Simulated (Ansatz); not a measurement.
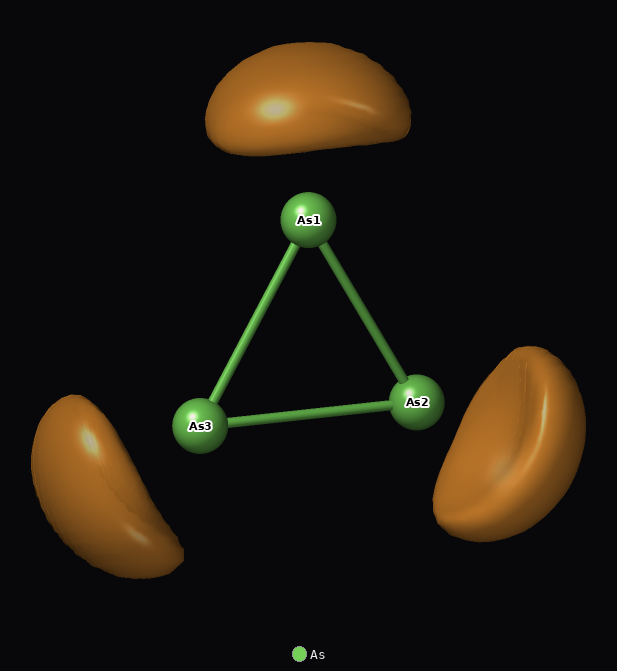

Figure. As₃ (charge +1). Isosurface of the ELF at 0.85 (orange), seen at a tilt. Core shells and regions of very low density are left out.

Geometry: r2SCAN-D4/def2-TZVP.

All numbers below come from Ansatz, RKS PBE0-D4/def2-TZVP.

Input file:

```
crystal:
  periodic: [false, false, false]
  atoms:
    - {symbol: As, position_ang: [-0.215833, -1.294016, 0.301165]}
    - {symbol: As, position_ang: [-0.697168, 0.585590, -0.991434]}
    - {symbol: As, position_ang: [0.913002, 0.708416, 0.690269]}
basis:
  gaussian: {orbitals: def2-TZVP, initial_orbitals: start.molden}
total_charge: 1
hamiltonian: {xc: pbe0, dispersion: d4}
scf: {omitted_lower_state_checks: [starts]}
output: {forces: true, orbitals: {seedname: orbitals}}
```

Command:

```sh
ansatz run in.yaml --threads 4 --pin off --events-out ev --progress --plain --max-ram 3916MiB
```

**What do the ELF domains correspond to?**

The surface consists of three lobes on As, pointing away from the bonds (lone pairs). Profiles from the grid: As–As (2.33 Å): the ELF peaks at about 0.70 between the atoms.
